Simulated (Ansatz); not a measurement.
# H₈SSi₃ (SMILES [SiH3][SiH2]S[SiH3]): what the fields show

```yaml
atoms:
  - { symbol: S, position_ang: [1.1358, 0.5460, 0.2602] }
  - { symbol: Si, position_ang: [-1.3442, -2.1585, -0.0220] }
  - { symbol: Si, position_ang: [0.9107, -1.5504, -0.2466] }
  - { symbol: Si, position_ang: [0.6286, 1.4036, -1.6495] }
  - { symbol: H, position_ang: [-2.1915, -1.3050, -0.9082] }
  - { symbol: H, position_ang: [-1.5575, -3.5945, -0.3846] }
  - { symbol: H, position_ang: [-1.7579, -1.9471, 1.3979] }
  - { symbol: H, position_ang: [1.7654, -2.3098, 0.7130] }
  - { symbol: H, position_ang: [1.4107, -1.7923, -1.6374] }
  - { symbol: H, position_ang: [0.5249, 2.8723, -1.4277] }
  - { symbol: H, position_ang: [-0.6734, 0.8701, -2.1505] }
  - { symbol: H, position_ang: [1.6828, 1.1140, -2.6657] }
```

Geometry: r2SCAN-D4/def2-SVP.

Theory: isolated molecule in a Gaussian basis; Kohn-Sham density functional theory, functional PBE0 in Ansatz 0.2.0.

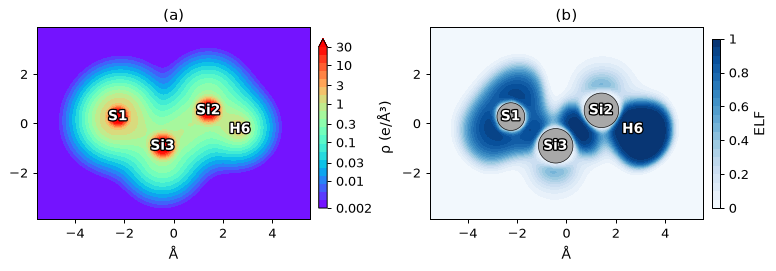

Figure 1. (a) electron density; (b) ELF on the plane of atoms Si3, Si2 and H6. Grey discs cover the atomic cores in the ELF map.

### What do the fields say about this system?

- Atoms in the plane: S, Si and H.
- Si–S (2.17 Å): ρ is about 0.77 e/Å³ halfway; the ELF peaks at about 0.90 between the atoms; a shared electron pair.
- Si–Si (2.35 Å): the density is about 0.63 e/Å³ at the midpoint; the ELF peaks at about 1 between the atoms; localised, covalent bonding.
- Si–H (1.50 Å): ρ is about 0.78 e/Å³ halfway; the ELF climbs to about 1 towards the hydrogen, as it does in any bond to H.
- The ELF also peaks beside S1, away from the bonds: lone-pair regions.

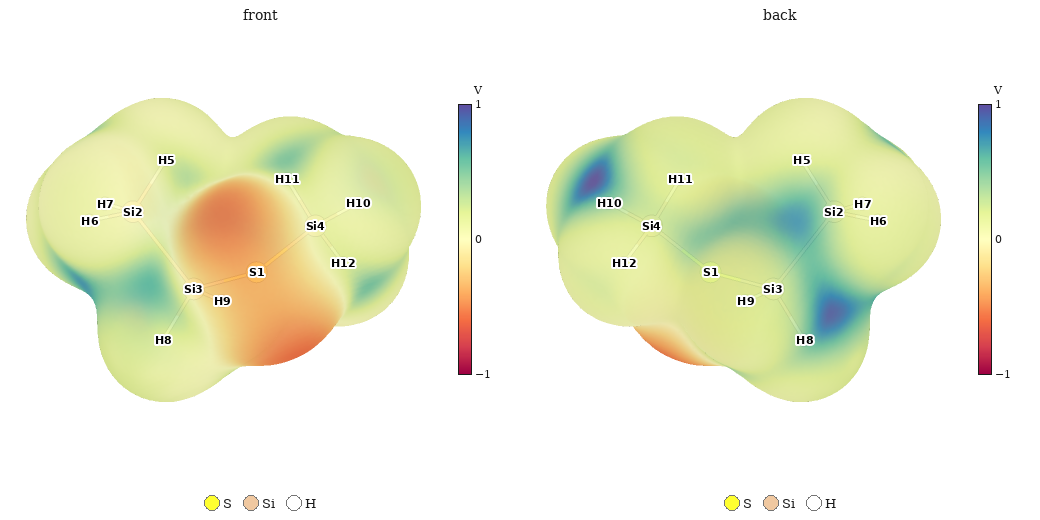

Figure 2. The electrostatic potential painted on the density surface at 0.001 e/bohr³, seen from the front and from behind; the colour scale runs from red (negative) to blue (positive).

### Which sites attract a positive test charge, and which a negative one?

A positive charge is drawn to the negative regions and a negative charge to the positive ones. The most negative region (about −0.6 V) lies over S1, the most positive (about +0.9 V) over Si3 and Si4.

### What dipole moment does the calculation give?

Its dipole moment is 0.96 D.

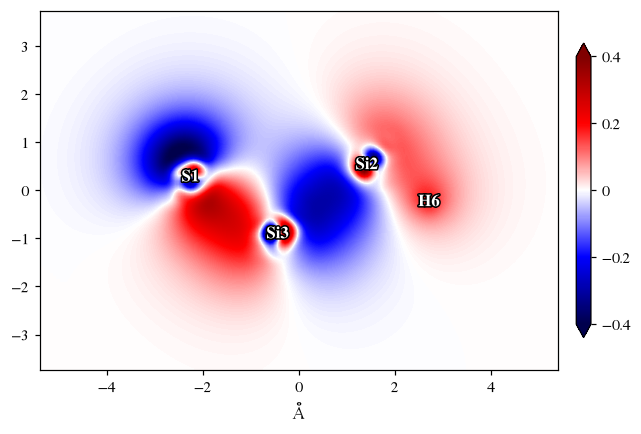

Figure 3. The HOMO−1 on the plane of atoms Si3, Si2 and H6 (values in Å⁻³ᐟ²; the overall sign is arbitrary).

### What is the character of this orbital?

Its weight (Hirshfeld) is mainly on S1 (about 40 %), Si3 (about 20 %), Si2 (about 15 %) and Si4 (about 10 %). Its energy is −8.71 eV.
